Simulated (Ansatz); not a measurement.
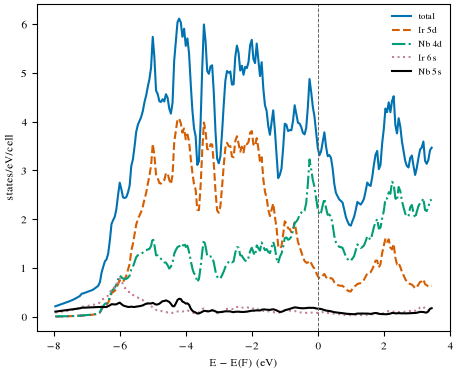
*Total and projected density of states of NbIr in space group Pmma (No. 51; Ir on 2e, Nb on 2f), LDA in the plane-wave PAW code Ansatz*

Task: Which orbitals carry the states next to the Fermi level?

Result: Within 0.5 eV of the Fermi level: Nb 4d 63 %, Ir 5d 25 %. Projections are on Löwdin-orthogonalised atomic valence shells; empty p or d shells of many metals are not among them.

Task: Where is the tallest occupied peak in this window, and what makes it?

Result: Near -4.2 eV, about 6.1 states/eV per cell; the largest projected share is Ir 5d.

The start of the workflow was typed in or built on a structure type; the Crystallography Open Database copy checked does not list it. COD files the formula under space group No. 123. Its standing as an ambient phase is unchecked. The cell was relaxed with LDA under the symmetry of its start; its stability against distortions is not shown here. The run is not spin-polarised. Spin–orbit coupling is left out wherever it is not named.

Potentials: the later of the program's two PAW sets.
